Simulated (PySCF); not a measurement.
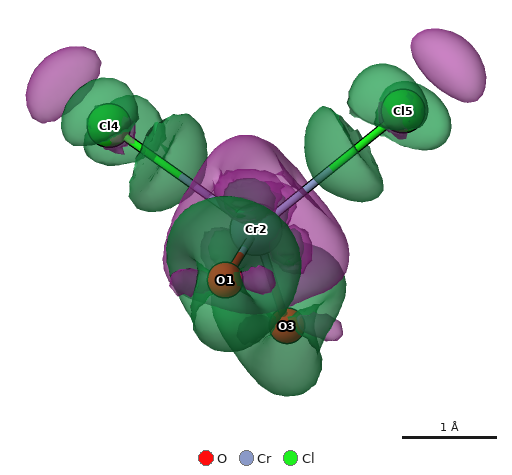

*Cl$_{2}$CrO$_{2}$, SMILES `O=[Cr](=O)(Cl)Cl`. Deformation density (molecule less spherical, spin-averaged free atoms at the same positions), surfaces at ±0.05 e/Å³; green: gain, purple: loss.*

Level of theory: PBE0/def2-SVP (PySCF), at a geometry from GFN2-xTB. This is a single-reference result, which may miss multireference character in this system. No frequency check shows the geometry to be a minimum. GFN2-xTB bond lengths at metals and heavier atoms can be off by up to 0.1 Å and shapes distorted, which carries into these values.

The calculation's input:

```python
import numpy as np
from pyscf import gto, scf, dft
from pyscf.scf import atom_ks, atom_hf
from scipy.linalg import block_diag

def solve(mol, dm0=None, hcore=None):
    mf = (dft.UKS if mol.spin else dft.RKS)(mol, xc='pbe0')
    mf.grids.level = 3
    mf = mf.density_fit(auxbasis='def2-universal-jkfit')
    mf.conv_tol, mf.max_cycle = 1e-8, 80
    if hcore is not None:
        mf.get_hcore = lambda *args: hcore
    mf.kernel(dm0)
    if not mf.converged:
        mf = mf.newton().run(mf.mo_coeff, mf.mo_occ, max_cycle=30)
    assert mf.converged, 'SCF not converged'
    return mf

mol = gto.M(atom='''
O     -0.00029    -1.18784    -1.32721
Cr    -0.00009    -0.38526     0.00001
O      0.00031    -1.18787     1.32717
Cl     1.63022     0.83090    -0.00011
Cl    -1.63010     0.83098     0.00012
''', basis='def2-svp', charge=0, spin=0, verbose=4)
mf = solve(mol)
mf.analyze()
# spherically averaged free atoms, for the promolecule
atm = atom_ks.get_atm_nrks(mol, xc='pbe0')
pro = block_diag(*[(atm[a[0]][2] * atm[a[0]][3]) @ atm[a[0]][2].T for a in mol._atom])
np.savez('result.npz', e=mf.e_tot, c=mf.mo_coeff, occ=mf.mo_occ, eps=mf.mo_energy, pro=pro, dip=mf.dip_moment(verbose=0), s2=mf.spin_square()[0])
```

Run with:

```sh
OMP_NUM_THREADS=1 python input.py
```

The run took 5.7 s on 1 thread of AMD EPYC 9R14 (Zen 4) (shared host), peak memory 0.4 GiB.

Partitions, critical points and surface values were worked out afterwards from this run's density.

> Describe the bonding that the map shows.

Cr2–O3 and O1–Cr2: +0.29 e/Å³ at the bond critical point (bond length 1.55 Å, Mayer order 1.9). Cr2–Cl5 and Cr2–Cl4: +0.10 e/Å³ at the bond critical point (bond length 2.03 Å, Mayer order 1.3). In all, 0.9 electrons gather in the regions of gain relative to the promolecule. A small or negative value marks a very polar bond, one between electron-rich atoms, whose free-atom densities already overlap strongly, a long bond to a heavier atom, or a closed-shell contact such as a hydrogen bond.

> Where do the Hirshfeld charges lie?

The highest Hirshfeld charge is on Cr2 (+0.40 e), the lowest on O1 and O3 (−0.18 e).

```
atom  charge (e)
  O1       −0.18
 Cr2       +0.40
  O3       −0.18
 Cl4       −0.01
 Cl5       −0.01
```
